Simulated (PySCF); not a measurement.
# [Ho(H2O)4]3+: forces at shaken geometries

Aim: move all atoms of relaxed [Ho(H2O)4]3+ at random and read energies and forces. The species was built from a template and needn't be a known compound.

Computed with PySCF 2.14.0. Level: TPSS, Ho lcecp-1-SVP with ECP56, O def2-SVP, H def2-SVP; scalar-relativistic core potentials, no spin–orbit coupling.

3 further runs of the same task are left out: 1 for a known fault of the program, 1 that didn't finish, 1 set aside as unsound or not needed.

## Step 1: The system as given

13 atoms, charge 3, spin multiplicity 1.

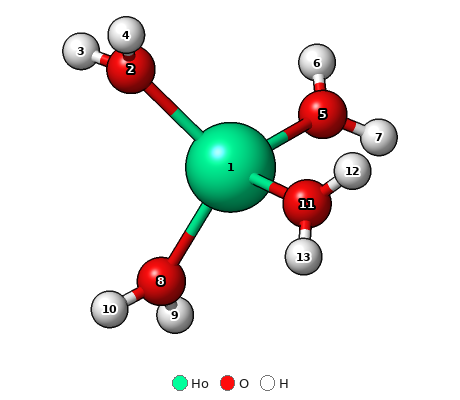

The geometry (holmium green, oxygen red, hydrogen white); atoms are numbered from 1 in the order of the file.

Coordinates:

```xyz
13

Ho    0.00002    0.00000    0.00000
O     1.34918    1.32441    1.25739
H     2.16029    1.06605    1.77021
H     1.27570    2.30246    1.41892
O    -1.34913   -1.25741    1.32441
H    -1.27547   -1.41910    2.30249
H    -2.16059   -1.76995    1.06598
O     1.34918   -1.32441   -1.25739
H     1.27570   -2.30246   -1.41892
H     2.16029   -1.06605   -1.77021
O    -1.34913    1.25741   -1.32441
H    -2.16059    1.76995   -1.06598
H    -1.27547    1.41910   -2.30249
```

Formal oxidation states: Ho +3. Each metal's 10 4f electrons lie in its core potential, so multiplicities, spins and levels count the valence alone. An earlier session relaxed this geometry at TPSS, Ho lcecp-1-SVP with ECP56, O def2-SVP, H def2-SVP (singlet, point group D2).

Its energy there is -342.197364 Eh.

## Step 2: Atoms moved at random, σ = 0.1 Å

Contents of run.py (the lines that set the calculation):

```python
mol = gto.M(atom='''
Ho    -0.10039    -0.02099    -0.05123
O      1.19666     1.36447     1.40270
H      2.13188     1.05800     1.78442
H      1.30498     2.38504     1.48619
O     -1.28988    -1.49936     1.36826
H     -1.29418    -1.28709     2.41077
H     -2.05781    -1.87743     1.05996
O      1.27579    -1.25303    -1.18746
H      1.24972    -2.30379    -1.41880
H      2.28194    -1.25239    -1.99443
O     -1.28758     1.28475    -1.32366
H     -2.17445     1.92646    -1.11611
H     -1.23668     1.47537    -2.42061''',
    basis={'Ho': 'lcecp-1-SVP', 'O': 'def2-SVP', 'H': 'def2-SVP'},
    ecp={'Ho': 'lcecp-1-SVP'},
    charge=3, spin=0)
mf = dft.RKS(mol, xc='TPSS')
mf.grids.atom_grid = (50, 194)  # f atoms: unpruned, at least (60, 302)
mf = mf.density_fit()  # fitting sets: Ho AutoAux, O def2-universal-JKFIT, H def2-universal-JKFIT
mf.conv_tol = 1e-08; mf.max_cycle = 55
mf.kernel(dm0)  # dm0: the density of the relaxed state
```

On the command line:

```sh
> OMP_NUM_THREADS=2 python run.py
```

Standard output:

```text
init E= -341.363194394278
  HOMO = -0.933812733669275  LUMO = -0.715712486670422  gap/eV = 5.93481
cycle= 1 E= -342.051799227958  delta_E= -0.689  |g|= 0.508  |ddm|= 0.796
  HOMO = -0.708029671087267  LUMO = -0.561023192381842  gap/eV = 4.00025
cycle= 2 E= -341.840099810221  delta_E= 0.212  |g|= 1.15  |ddm|= 0.987
  HOMO = -0.789622617999245  LUMO = -0.571978118459903  gap/eV = 5.92241
cycle= 3 E= -342.102406800129  delta_E= -0.262  |g|= 0.0903  |ddm|= 0.718
  HOMO = -0.79990232010422  LUMO = -0.575562452630617  gap/eV = 6.10460
cycle= 4 E= -342.103444060334  delta_E= -0.00104  |g|= 0.0573  |ddm|= 0.0876
  HOMO = -0.795933653266374  LUMO = -0.577080079902308  gap/eV = 5.95531
cycle= 5 E= -342.104055711928  delta_E= -0.000612  |g|= 0.00887  |ddm|= 0.0398
  HOMO = -0.796355042735424  LUMO = -0.576645909881836  gap/eV = 5.97859
cycle= 6 E= -342.104071008074  delta_E= -1.53e-05  |g|= 0.00291  |ddm|= 0.00815
  HOMO = -0.796523752004501  LUMO = -0.576709208077469  gap/eV = 5.98146
cycle= 7 E= -342.104072419127  delta_E= -1.41e-06  |g|= 0.00111  |ddm|= 0.00231
  HOMO = -0.796494411992688  LUMO = -0.576763298307181  gap/eV = 5.97919
cycle= 8 E= -342.104072653973  delta_E= -2.35e-07  |g|= 0.000193  |ddm|= 0.000826
  HOMO = -0.796501041858173  LUMO = -0.576757122461018  gap/eV = 5.97954
cycle= 9 E= -342.104072661712  delta_E= -7.74e-09  |g|= 7.6e-05  |ddm|= 0.000205
  HOMO = -0.796478901783805  LUMO = -0.576761671701053  gap/eV = 5.97881
Extra cycle  E= -342.104072658609  delta_E= 3.1e-09  |g|= 0.000149  |ddm|= 0.000144
converged SCF energy = -342.104072658609
```

Run time: 12 s. Hardware: 2 threads of Arm Neoverse V1, shared host.

Read off: E = -342.104073 Eh (+2.539 eV from the relaxed state), HOMO -21.67 eV, LUMO -15.69 eV, Mulliken charge on Ho1 +1.61 e, largest force component 4.708 eV/Å. 

| atom | Fx | Fy | Fz (eV/Å) |
| --- | --- | --- | --- |
| Ho1 | 0.463 | 0.104 | 1.603 |
| O2 | 2.226 | 0.343 | 0.237 |
| H3 | -2.076 | 0.505 | -0.654 |
| H4 | -0.505 | -1.385 | -0.115 |
| O5 | 4.708 | 3.826 | 2.913 |
| H6 | -0.556 | -1.148 | -2.490 |
| H7 | -4.083 | -2.263 | -0.677 |
| O8 | 4.406 | -3.608 | -4.562 |
| H9 | -0.667 | 2.218 | 1.184 |
| H10 | -3.450 | 0.967 | 3.045 |
| O11 | -3.147 | 3.072 | -3.358 |
| H12 | 2.658 | -1.954 | -0.394 |
| H13 | 0.023 | -0.677 | 3.268 |

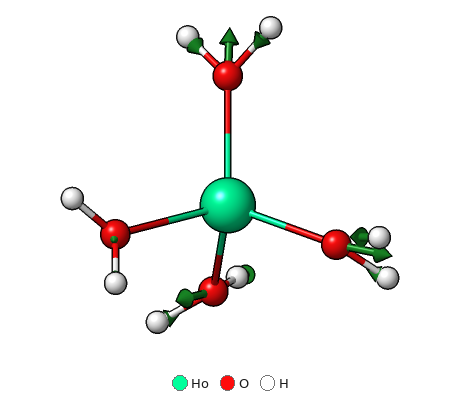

Forces as arrows, the longest for the largest force.

## Step 3: Atoms moved at random, σ = 0.06 Å

Contents of run.py (the lines that set the calculation):

```python
mol = gto.M(atom='''
Ho    -0.06079     0.08406     0.07118
O      1.33258     1.33107     1.13605
H      2.14241     1.06598     1.78825
H      1.29320     2.37346     1.31126
O     -1.33542    -1.27778     1.28269
H     -1.36017    -1.55463     2.34215
H     -2.13131    -1.77158     1.05374
O      1.35862    -1.28292    -1.22524
H      1.26739    -2.32844    -1.46122
H      2.13193    -1.07563    -1.68068
O     -1.31080     1.18328    -1.35008
H     -2.13723     1.82284    -1.02524
H     -1.19043     1.43029    -2.24287''',
    basis={'Ho': 'lcecp-1-SVP', 'O': 'def2-SVP', 'H': 'def2-SVP'},
    ecp={'Ho': 'lcecp-1-SVP'},
    charge=3, spin=0)
mf = dft.RKS(mol, xc='TPSS')
mf.grids.atom_grid = (50, 194)  # f atoms: unpruned, at least (60, 302)
mf = mf.density_fit()  # fitting sets: Ho AutoAux, O def2-universal-JKFIT, H def2-universal-JKFIT
mf.conv_tol = 1e-08; mf.max_cycle = 55
mf.kernel(dm0)  # dm0: the density of the relaxed state
```

On the command line:

```sh
> OMP_NUM_THREADS=2 python run.py
```

Standard output:

```text
init E= -341.937728488066
  HOMO = -0.850011913400571  LUMO = -0.616738331596557  gap/eV = 6.34770
cycle= 1 E= -342.148986658409  delta_E= -0.211  |g|= 0.185  |ddm|= 0.445
  HOMO = -0.79462006464548  LUMO = -0.567385894360826  gap/eV = 6.18336
cycle= 2 E= -342.137028196129  delta_E= 0.012  |g|= 0.314  |ddm|= 0.296
  HOMO = -0.80576379615192  LUMO = -0.569523405500049  gap/eV = 6.42843
cycle= 3 E= -342.155324952999  delta_E= -0.0183  |g|= 0.0378  |ddm|= 0.201
  HOMO = -0.805996387939951  LUMO = -0.571981004560512  gap/eV = 6.36788
cycle= 4 E= -342.155598865649  delta_E= -0.000274  |g|= 0.00626  |ddm|= 0.0302
  HOMO = -0.805652005240345  LUMO = -0.571920584685964  gap/eV = 6.36016
cycle= 5 E= -342.155604590733  delta_E= -5.73e-06  |g|= 0.00298  |ddm|= 0.00528
  HOMO = -0.805895223662654  LUMO = -0.571897477496208  gap/eV = 6.36740
cycle= 6 E= -342.155606277685  delta_E= -1.69e-06  |g|= 0.000429  |ddm|= 0.00209
  HOMO = -0.805906790930524  LUMO = -0.5719415545566  gap/eV = 6.36652
cycle= 7 E= -342.155606317781  delta_E= -4.01e-08  |g|= 6.55e-05  |ddm|= 0.000411
  HOMO = -0.805902246529514  LUMO = -0.571937190594446  gap/eV = 6.36651
cycle= 8 E= -342.155606318201  delta_E= -4.2e-10  |g|= 5.05e-05  |ddm|= 7.1e-05
  HOMO = -0.805903919033553  LUMO = -0.571937044498335  gap/eV = 6.36656
Extra cycle  E= -342.155606316828  delta_E= 1.37e-09  |g|= 9.91e-05  |ddm|= 9.08e-05
converged SCF energy = -342.155606316828
```

Run time: 11 s. Hardware: 2 threads of Arm Neoverse V1, shared host.

Result: E = -342.155606 Eh (+1.136 eV from the relaxed state), HOMO -21.93 eV, LUMO -15.56 eV, Mulliken charge on Ho1 +1.61 e, largest force component 3.909 eV/Å. 

| atom | Fx | Fy | Fz (eV/Å) |
| --- | --- | --- | --- |
| Ho1 | 0.485 | -1.562 | -0.838 |
| O2 | 2.426 | 2.289 | 2.773 |
| H3 | -1.790 | 0.519 | -1.592 |
| H4 | 0.122 | -2.011 | -0.467 |
| O5 | 0.366 | -0.573 | 3.909 |
| H6 | 0.575 | 1.006 | -2.698 |
| H7 | -1.210 | -0.642 | -0.978 |
| O8 | -3.754 | -3.416 | 1.493 |
| H9 | 0.034 | 2.617 | 0.726 |
| H10 | 3.315 | 1.180 | -1.857 |
| O11 | -3.043 | 1.684 | 3.794 |
| H12 | 2.134 | -1.802 | -1.127 |
| H13 | 0.340 | 0.709 | -3.138 |

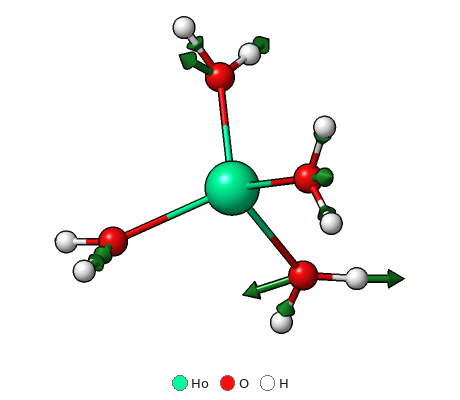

Forces as arrows, the longest for the largest force.

## Step 4: Atoms moved at random, σ = 0.1 Å

Contents of run.py (the lines that set the calculation):

```python
mol = gto.M(atom='''
Ho     0.19432     0.06966     0.01901
O      1.30919     1.31052     1.24138
H      2.18969     1.06579     1.73435
H      1.34527     2.35765     1.28823
O     -1.32562    -1.35335     1.35316
H     -1.39587    -1.28489     2.31726
H     -2.28201    -1.77463     1.15238
O      1.48215    -1.38426    -1.11089
H      1.06819    -2.29174    -1.51367
H      2.09225    -1.00618    -1.94440
O     -1.28758     1.06103    -1.35248
H     -1.99414     1.71188    -0.93111
H     -1.39584     1.51851    -2.25322''',
    basis={'Ho': 'lcecp-1-SVP', 'O': 'def2-SVP', 'H': 'def2-SVP'},
    ecp={'Ho': 'lcecp-1-SVP'},
    charge=3, spin=0)
mf = dft.RKS(mol, xc='TPSS')
mf.grids.atom_grid = (50, 194)  # f atoms: unpruned, at least (60, 302)
mf = mf.density_fit()  # fitting sets: Ho AutoAux, O def2-universal-JKFIT, H def2-universal-JKFIT
mf.conv_tol = 1e-08; mf.max_cycle = 55
mf.kernel(dm0)  # dm0: the density of the relaxed state
```

On the command line:

```sh
> OMP_NUM_THREADS=2 python run.py
```

Standard output:

```text
init E= -341.538640170058
  HOMO = -0.916127217076642  LUMO = -0.688452492181626  gap/eV = 6.19534
cycle= 1 E= -342.104677376349  delta_E= -0.566  |g|= 0.432  |ddm|= 0.939
  HOMO = -0.72700637497903  LUMO = -0.570583368152584  gap/eV = 4.25649
cycle= 2 E= -341.988212395689  delta_E= 0.116  |g|= 0.884  |ddm|= 0.847
  HOMO = -0.784823673274339  LUMO = -0.570714590987077  gap/eV = 5.82620
cycle= 3 E= -342.141503266573  delta_E= -0.153  |g|= 0.0704  |ddm|= 0.596
  HOMO = -0.789399691609276  LUMO = -0.578457251370616  gap/eV = 5.74004
cycle= 4 E= -342.142333655636  delta_E= -0.00083  |g|= 0.0364  |ddm|= 0.0778
  HOMO = -0.787345976757159  LUMO = -0.57833896477654  gap/eV = 5.68737
cycle= 5 E= -342.142567953918  delta_E= -0.000234  |g|= 0.00782  |ddm|= 0.0257
  HOMO = -0.787868975516851  LUMO = -0.57764604724589  gap/eV = 5.72046
cycle= 6 E= -342.14258066045  delta_E= -1.27e-05  |g|= 0.00152  |ddm|= 0.00762
  HOMO = -0.787825683927995  LUMO = -0.577870777693621  gap/eV = 5.71316
cycle= 7 E= -342.142581124985  delta_E= -4.65e-07  |g|= 0.000571  |ddm|= 0.00155
  HOMO = -0.787888860732362  LUMO = -0.577875822518488  gap/eV = 5.71475
cycle= 8 E= -342.142581180842  delta_E= -5.59e-08  |g|= 0.000177  |ddm|= 0.000432
  HOMO = -0.787867056231253  LUMO = -0.577860410818532  gap/eV = 5.71457
cycle= 9 E= -342.142581187522  delta_E= -6.68e-09  |g|= 1.62e-05  |ddm|= 0.000155
  HOMO = -0.787872408869287  LUMO = -0.57786572955779  gap/eV = 5.71457
Extra cycle  E= -342.142581187502  delta_E= 1.98e-11  |g|= 2.06e-05  |ddm|= 3.7e-05
converged SCF energy = -342.142581187502
```

It took 12 s on 2 threads of Arm Neoverse V1, shared host.

Result: E = -342.142581 Eh (+1.491 eV from the relaxed state), HOMO -21.44 eV, LUMO -15.72 eV, Mulliken charge on Ho1 +1.58 e, largest force component 3.893 eV/Å. 

| atom | Fx | Fy | Fz (eV/Å) |
| --- | --- | --- | --- |
| Ho1 | -2.347 | -2.680 | -0.740 |
| O2 | 3.074 | 3.108 | 1.919 |
| H3 | -1.228 | 0.309 | -0.459 |
| H4 | -0.176 | -1.696 | 0.112 |
| O5 | -1.944 | -0.109 | -1.600 |
| H6 | 0.287 | -0.015 | 1.081 |
| H7 | 2.356 | 0.856 | 0.028 |
| O8 | 0.161 | -0.604 | -3.893 |
| H9 | 1.397 | 1.993 | 1.061 |
| H10 | -1.422 | -1.494 | 2.463 |
| O11 | -1.863 | 2.983 | 0.081 |
| H12 | 0.969 | -1.531 | -0.090 |
| H13 | 0.738 | -1.118 | 0.038 |

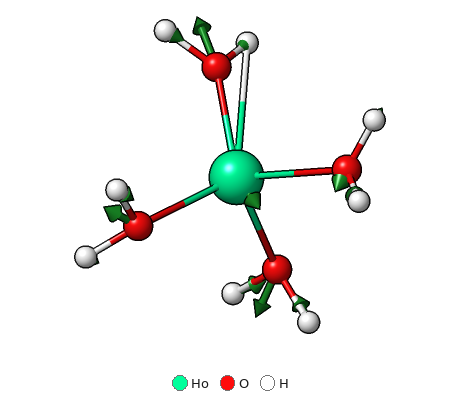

Forces as arrows, the longest for the largest force.

## Step 5: Results

| σ (Å) | energy rise (eV) | harmonic estimate −½ F·u (eV) | largest force component (eV/Å) |
| --- | --- | --- | --- |
| 0.1 | 2.539 | 2.321 | 4.71 |
| 0.06 | 1.136 | 1.105 | 3.91 |
| 0.1 | 1.491 | 1.675 | 3.89 |

Every displacement raises the energy. For a harmonic well the rise equals −½ F·u; the two differ by at most 12 % here (a move with σ = 0.1 Å), from anharmonicity, the grid and the small forces left at the relaxed point. These are double-zeta-type bases without diffuse functions. Spin–orbit coupling is left out.
